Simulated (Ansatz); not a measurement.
## Electronic structure of C2H7GaO in real space

| atom | x (Å) | y (Å) | z (Å) |
| --- | --- | --- | --- |
| C | -0.8615 | 1.0686 | 0.3296 |
| C | -0.4362 | -0.3613 | 0.1644 |
| O | 0.6451 | -0.7288 | 1.0984 |
| Ga | 0.8494 | -0.9666 | -1.2029 |
| H | -1.6885 | 1.2922 | -0.3487 |
| H | -1.2026 | 1.2744 | 1.3517 |
| H | -0.0508 | 1.7646 | 0.0892 |
| H | -1.2524 | -1.0472 | 0.3914 |
| H | 1.1157 | 0.0762 | 1.3384 |
| H | 1.9388 | 0.0998 | -1.5925 |
| H | 0.9431 | -2.4720 | -1.6190 |

Geometry: PBE0-D4/def2-TZVP.

The calculation used RKS PBE0-D4/def2-TZVPP in Ansatz.

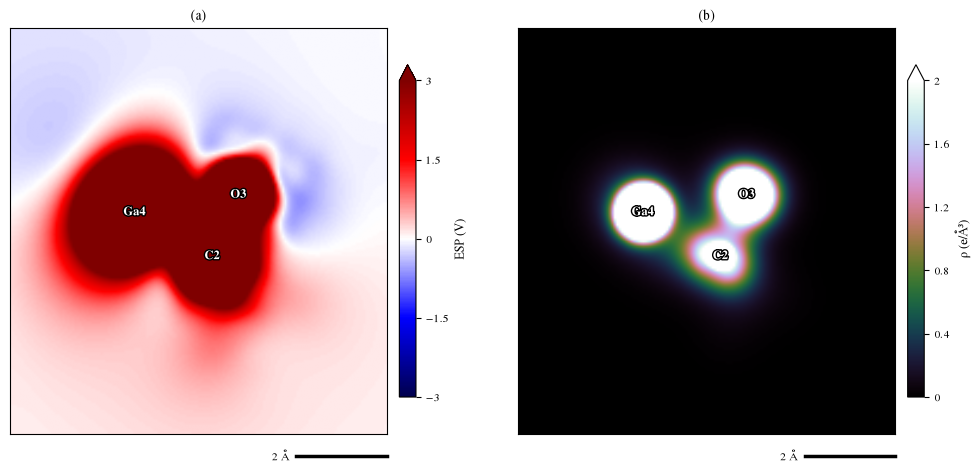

Figure 1. (a) electrostatic potential; (b) total electron density on the plane of atoms O3, C2 and Ga4.

> What does the map show?

Atoms in the plane: C, O and Ga.
C–O (1.48 Å): ρ is about 1.7 e/Å³ halfway, with its minimum of 1.5 e/Å³ about 0.5 Å from C.
C–Ga (1.97 Å): ρ at the midpoint is about 0.76 e/Å³.
Outside the dense part of the molecule the potential is most negative (−0.6 V) near O3.

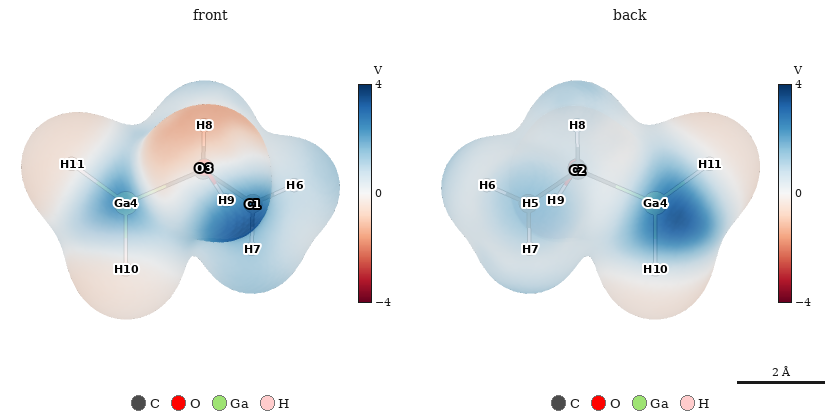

Figure 2. The electrostatic potential painted on the density surface at 0.004 e/bohr³, seen from the front and from behind; red is negative and blue positive.

> Where is the surface potential most negative and most positive?

The most negative region (about −1.4 V) lies over O3, the most positive (about +3.4 V) over Ga4 and H9. O3 is the likeliest acceptor of a hydrogen bond.

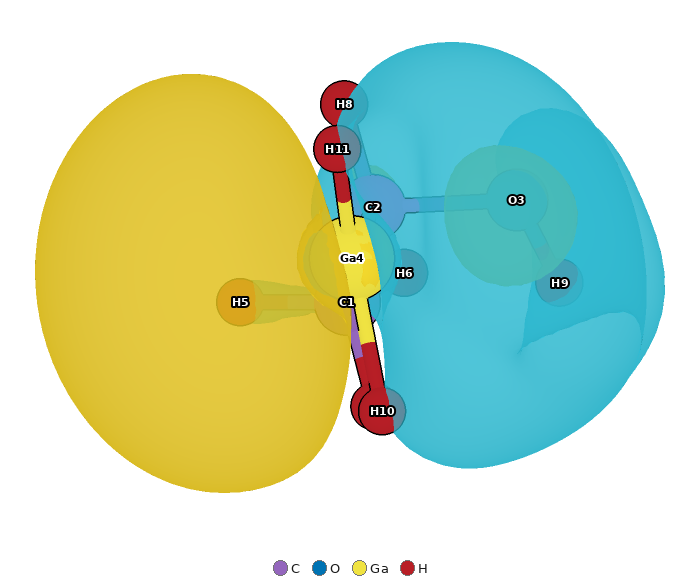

Figure 3. One frontier orbital at ±0.06 Å⁻³ᐟ² (yellow and cyan are the two phases), seen at an oblique angle.

> Which orbital is it: HOMO or LUMO?

The LUMO, at −0.80 eV. It lies mainly on Ga4 (about 70 %) and O3 (about 10 %).
